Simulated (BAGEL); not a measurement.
# HF/def2-SVP (density fitting with qzvpp-jkfit) run of ZnSiH3OF (SMILES [F][Zn][O][SiH3])

Aim: the vertical ionisation energy of ZnSiH3OF at HF/def2-SVP (density fitting with qzvpp-jkfit), from 2 runs. 

The calculation is run with BAGEL 1.2.2.

6 further runs of the same task are left out: 1 for a known fault of the program, 4 that didn't finish, 1 set aside as unsound or not needed. Runs told in other sessions of the task aren't counted.

### Step 1. The system as given

The species is ZnSiH3OF (7 atoms), meant as a singlet with charge 0. As SMILES, `[F][Zn][O][SiH3]`. The shape is that of a PBE0-D4/def2-TZVP optimisation.

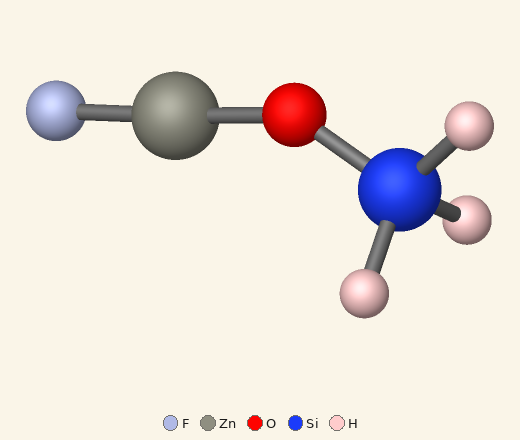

The structure, seen from a chosen angle (fluorine light blue, zinc grey, oxygen red, silicon blue, hydrogen pink).

### Step 2. A single-point energy at HF/def2-SVP (density fitting with qzvpp-jkfit)

Input file job.json:

```json
{ "bagel": [

{
  "title": "molecule",
  "basis": "svp",
  "df_basis": "qzvpp-jkfit",
  "angstrom": true,
  "geometry": [
    { "atom": "F", "xyz": [   -0.271900,   -3.235000,    1.835900 ] },
    { "atom": "Zn", "xyz": [   -0.419400,   -1.764100,    0.927600 ] },
    { "atom": "O", "xyz": [   -0.642200,   -0.299700,    0.002700 ] },
    { "atom": "Si", "xyz": [    0.148400,    1.009100,   -0.555500 ] },
    { "atom": "H", "xyz": [   -0.806200,    1.856400,   -1.316000 ] },
    { "atom": "H", "xyz": [    0.720900,    1.813000,    0.561800 ] },
    { "atom": "H", "xyz": [    1.270400,    0.620300,   -1.456600 ] }
  ]
},
{
  "title": "hf"
},
{
  "title": "print",
  "file": "orbitals.molden",
  "orbitals": true
}

]}
```

The run is started by

```
$ BAGEL_NUM_THREADS=1 BAGEL job.json > job.out
```

The program printed:

```text
* using 1 threads per process

  ===============================================================
  ===============================================================

  *** Geometry ***

  { "atom" : "F", "xyz" : [     -0.513817,     -6.113264,      3.469348 ] },
  { "atom" : "Zn", "xyz" : [     -0.792551,     -3.333666,      1.752910 ] },
  { "atom" : "O", "xyz" : [     -1.213582,     -0.566351,      0.005102 ] },
  { "atom" : "Si", "xyz" : [      0.280435,      1.906923,     -1.049743 ] },
  { "atom" : "H", "xyz" : [     -1.523497,      3.508088,     -2.486880 ] },
  { "atom" : "H", "xyz" : [      1.362304,      3.426073,      1.061648 ] },
  { "atom" : "H", "xyz" : [      2.400708,      1.172197,     -2.752575 ] },

  Number of auxiliary basis functions:      600

  Since a DF basis is specified, we compute 2- and 3-index integrals:
    o Being stored without compression. Storage requirement is 0.041 GB

  Number of basis functions:       92
  Number of electrons      :       64

    * METHOD: MOLECULE                             1.15

  *** RHF ***

  === Nuclear Repulsion ===
   320.8782912772

      * DIIS with orbital gradients will be used.

  === RHF iteration (svp) ===
      0      -2242.10504901          0.01934477           0.50
      1      -2242.25281914          0.01453783           0.40
      2      -2242.38941117          0.00105987           0.37
      3      -2242.39044807          0.00054136           0.36
      4      -2242.39066877          0.00008801           0.36
      5      -2242.39068086          0.00002443           0.32
      6      -2242.39068228          0.00000709           0.34
      7      -2242.39068237          0.00000293           0.33
      8      -2242.39068238          0.00000074           0.34
      9      -2242.39068238          0.00000020           0.58
     10      -2242.39068238          0.00000010           0.44
     11      -2242.39068238          0.00000003           0.46
     12      -2242.39068238          0.00000001           0.34
     13      -2242.39068238          0.00000000           0.36
    * SCF iteration converged.

    * Permanent dipole moment:
           (   -0.080482,    -0.251276,     0.126692) a.u.

    * METHOD: HF                                   6.43

    * METHOD: PRINT                                0.07

  ===============================================================
```

It took 8.4 s on 1 thread of AMD EPYC, shared host; peak memory 0.17 GiB.

### Step 3. The doublet cation at the same level

job.json, as its differences from that of step 2:

```diff
@@ -18,3 +18,5 @@
 {
-  "title": "hf"
+  "title": "uhf",
+  "charge": 1,
+  "nopen": 1
 },
```

The run is started by

```
$ BAGEL_NUM_THREADS=1 BAGEL job.json > job.out
```

The program printed:

```text
* using 1 threads per process

  ===============================================================
  ===============================================================

  *** Geometry ***

  { "atom" : "F", "xyz" : [     -0.513817,     -6.113264,      3.469348 ] },
  { "atom" : "Zn", "xyz" : [     -0.792551,     -3.333666,      1.752910 ] },
  { "atom" : "O", "xyz" : [     -1.213582,     -0.566351,      0.005102 ] },
  { "atom" : "Si", "xyz" : [      0.280435,      1.906923,     -1.049743 ] },
  { "atom" : "H", "xyz" : [     -1.523497,      3.508088,     -2.486880 ] },
  { "atom" : "H", "xyz" : [      1.362304,      3.426073,      1.061648 ] },
  { "atom" : "H", "xyz" : [      2.400708,      1.172197,     -2.752575 ] },

  Number of auxiliary basis functions:      600

  Since a DF basis is specified, we compute 2- and 3-index integrals:
    o Being stored without compression. Storage requirement is 0.041 GB

  Number of basis functions:       92
  Number of electrons      :       64

    * METHOD: MOLECULE                             1.56

  *** Open-shell HF ***

  === Nuclear Repulsion ===
   320.8782912772

      * DIIS with orbital gradients will be used.

  === UHF iteration (svp) ===
      0      -2241.66448315          0.03931968           0.73
      1      -2241.79557953          0.03443003           0.72
      2      -2241.86807901          0.02694336           0.68
      3      -2241.99133170          0.00247335           0.66
      4      -2241.99512137          0.00169920           0.76
      5      -2241.99890372          0.00180648           0.66
      6      -2241.99683850          0.00175432           0.64
      7      -2241.98276171          0.00226990           0.59
      8      -2241.97969993          0.00292238           0.55
      9      -2241.97961946          0.00360636           0.55
[... 55 lines of this table left out ...]
     65      -2242.02250797          0.00000002           0.86
     66      -2242.02250797          0.00000002           0.93
     67      -2242.02250797          0.00000001           0.90
     68      -2242.02250797          0.00000001           0.91
    * SCF iteration converged.

    * S^2 (UHF) is 0.7637

    * Permanent dipole moment:
           (   -0.151043,    -2.129371,     1.215682) a.u.

    * METHOD: UHF                                 47.84

    * METHOD: PRINT                                0.05

  ===============================================================
```

Wall time 50 s (1 thread of AMD EPYC, shared host); peak memory 0.17 GiB.

### Step 4. What came out

At HF/def2-SVP (density fitting with qzvpp-jkfit):

```
                                          quantity           value
                    singlet ZnSiH3OF: total energy  -2242.39068 Eh
                   singlet ZnSiH3OF: dipole moment          0.74 D
                     singlet ZnSiH3OF: HOMO energy       -12.03 eV
                     singlet ZnSiH3OF: LUMO energy         1.26 eV
                   singlet ZnSiH3OF: HOMO–LUMO gap        13.29 eV
                      doublet cation: total energy  -2242.02251 Eh
                              doublet cation: ⟨S²⟩           0.764
vertical ionisation energy (to the doublet cation)       10.019 eV
```

Removing an electron at fixed nuclei costs 10.02 eV (967 kJ/mol). −ε(HOMO) before ionisation, 12.03 eV, is 2.02 eV above this ionisation energy.
